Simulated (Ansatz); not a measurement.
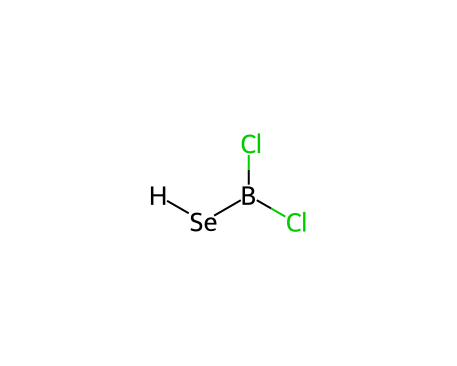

Question: Give its SMILES.

Answer: ClB(Cl)[SeH]

Question: What is the molecular formula?

Answer: BCl2HSe.

Question: An optimisation with PBE0-D4/def2-TZVP gave a structure of which point group?

Answer: Cs.

The parts below concern this one geometry. Atoms keep their numbers from picture to picture. Computed geometry: PBE0-D4/def2-TZVP optimisation.

Geometry

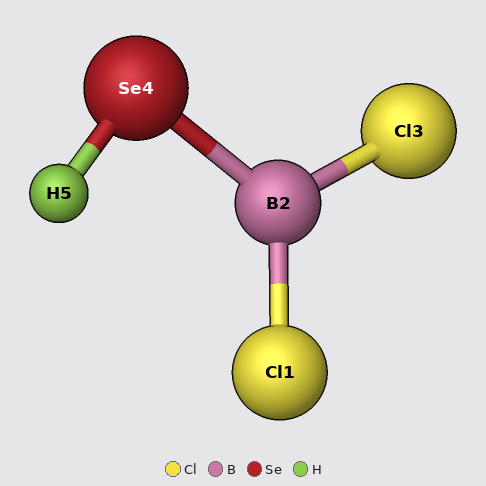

The atoms are numbered.

List the bonds and their lengths.

```json
{"bond": "Cl1–B2", "length (Å)": "1.744", "order": "single"}
{"bond": "B2–Cl3", "length (Å)": "1.746", "order": "single"}
{"bond": "B2–Se4", "length (Å)": "1.927", "order": "single"}
{"bond": "Se4–H5", "length (Å)": "1.468", "order": "single"}
```

Electronic properties

Properties computed with RKS r2SCAN-D4/def2-TZVPP (Ansatz 0.2.0).

Question: Estimate the HOMO energy (Kohn–Sham orbital).

Answer: −6.98 eV.

Question: Give the LUMO energy (Kohn–Sham orbital) at this level.

Answer: −2.07 eV.

Question: Estimate the dipole moment.

Answer: 1.04 D.

Charges

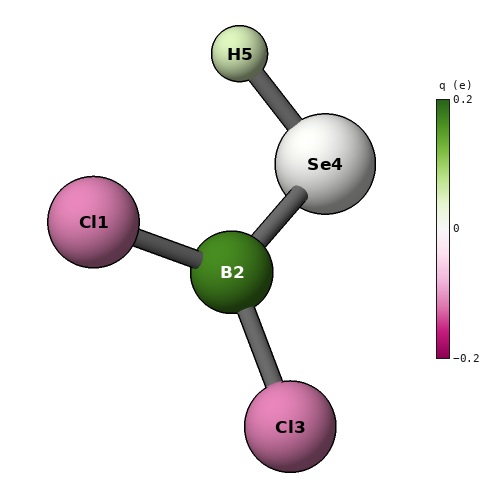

Atoms are coloured by their Mulliken charges. Level of theory: RKS B3LYP-D4/def2-TZVPP (Ansatz 0.2.0).

Give the Mulliken charges atom by atom.

```
atom  value (e)
 Cl1      −0.11
  B2       0.17
 Cl3      −0.11
 Se4       0.00
  H5       0.05
```

Thermal motion

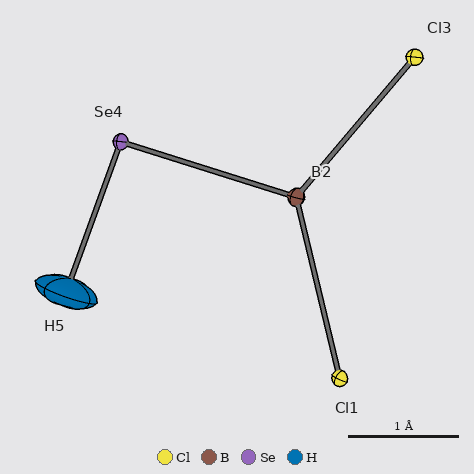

Displacement ellipsoids at the 50 % level, from the internal vibrations of the free molecule (harmonic, no overall translation or rotation; no half-axis is drawn under 0.075 Å). Vibrations computed with RKS PBE0-D4/def2-TZVP (Ansatz 0.2.0). Temperature: 298 K.

List U_eq and the three principal root-mean-square amplitudes for each kind of atom.

```tsv
atom	U_eq (Å²)	rms amplitudes (Å)
Cl1	0.0014	0.008, 0.039, 0.052
B2	0.0032	0.043, 0.055, 0.067
Cl3	0.0016	0.008, 0.039, 0.056
Se4	0.00044	0.005, 0.021, 0.029
H5	0.0345	0.084, 0.171, 0.260
```

Mulliken values depend strongly on the basis set and can even reverse the polarity of a bond.
